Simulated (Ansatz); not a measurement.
CH₃InSn (triplet)

Input file:

```
crystal:
  periodic: [false, false, false]
  atoms:
    - {symbol: C, position_ang: [0.783779, -0.338954, 0.324201]}
    - {symbol: In, position_ang: [1.761769, -2.449804, -0.317819]}
    - {symbol: Sn, position_ang: [2.542000, -0.481089, 1.786339]}
    - {symbol: H, position_ang: [-0.240977, -0.495410, 0.694742]}
    - {symbol: H, position_ang: [0.796417, 0.394011, -0.498700]}
    - {symbol: H, position_ang: [3.489356, -1.074676, 0.296651]}
basis:
  gaussian: {orbitals: def2-TZVPD}
magnetization: {spin_polarized: true, initial_magnetization: 2}
hamiltonian: {xc: {name: PBE0}}
output: {forces: true, orbitals: {seedname: orbitals}}
```

Launched as:

```sh
ansatz run input.yaml --threads 1 --pin off --max-ram 2610MiB --events-out events.jsonl --progress --plain --runs-dir runs
```

Geometry: PBE0-D3(BJ)/def2-SVP; core potentials replace the inner electrons of In and Sn.

All numbers below come from isolated molecule in a Gaussian basis; Kohn-Sham density functional theory, functional PBE0 (Ansatz).

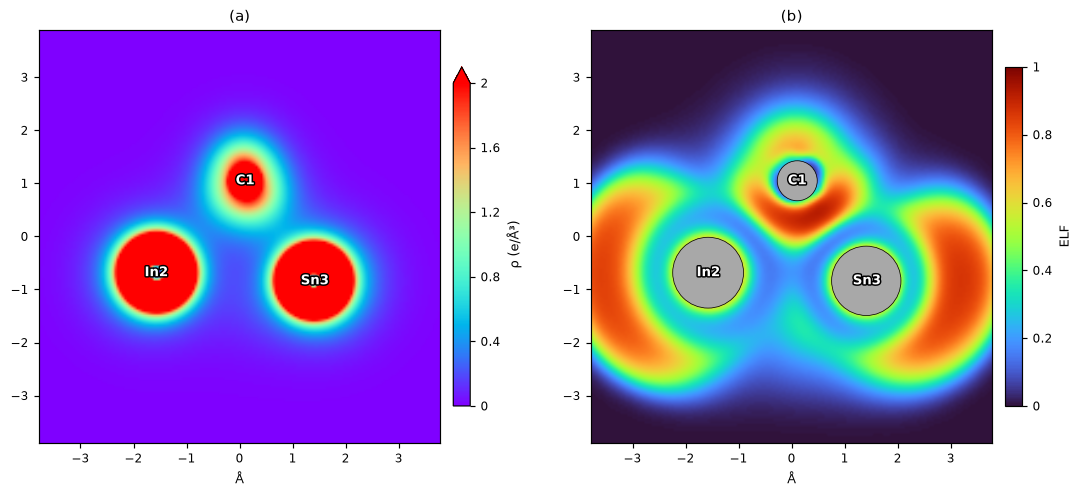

Figure 1. (a) electron density; (b) ELF on the plane of atoms In2, C1 and Sn3. Grey discs cover the atomic cores in the ELF map.

### Interpret the plot.

- Atoms in the plane: C, In and Sn.
- C–Sn (2.29 Å): ρ at the midpoint is about 0.52 e/Å³; the ELF peaks at about 0.90 in the valence shell of C, 0.7 Å from its nucleus, and drops to about 0.15 between the two atoms.
- C–In (2.41 Å): the density is about 0.38 e/Å³ at the midpoint; the ELF peaks at about 0.85 in the valence shell of C, 0.7 Å from its nucleus, and drops to about 0.15 between the two atoms.
- In–Sn (2.99 Å): ρ at the midpoint is about 0.2 e/Å³; the ELF is about 0.20 at the midpoint.

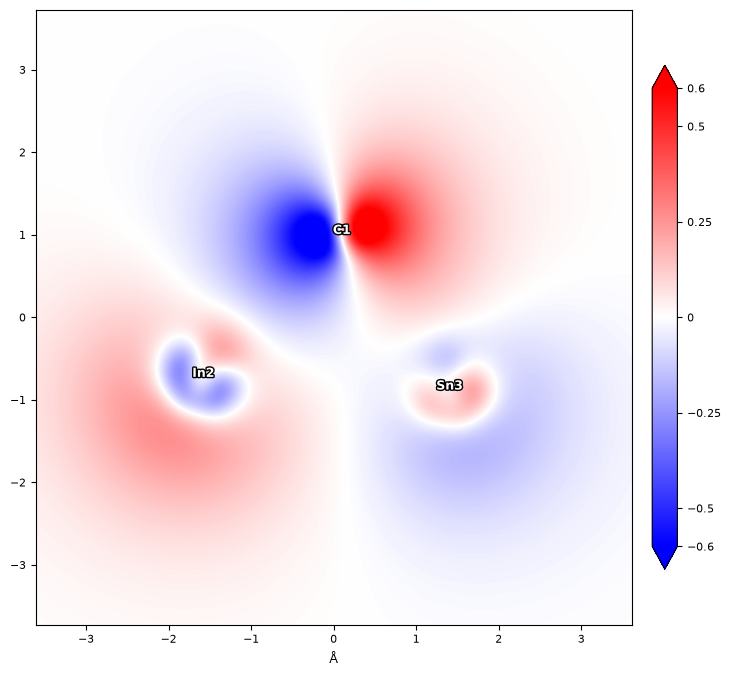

Figure 2. The HOMO−1 (α) on the plane of atoms C1, Sn3 and In2 (values in Å⁻³ᐟ²; the overall sign is arbitrary).

### Where does this orbital lie, and at what energy?

Its weight (Hirshfeld) is mainly on C1 (about 40 %), In2 (about 35 %) and Sn3 (about 15 %). Its energy is −6.59 eV.
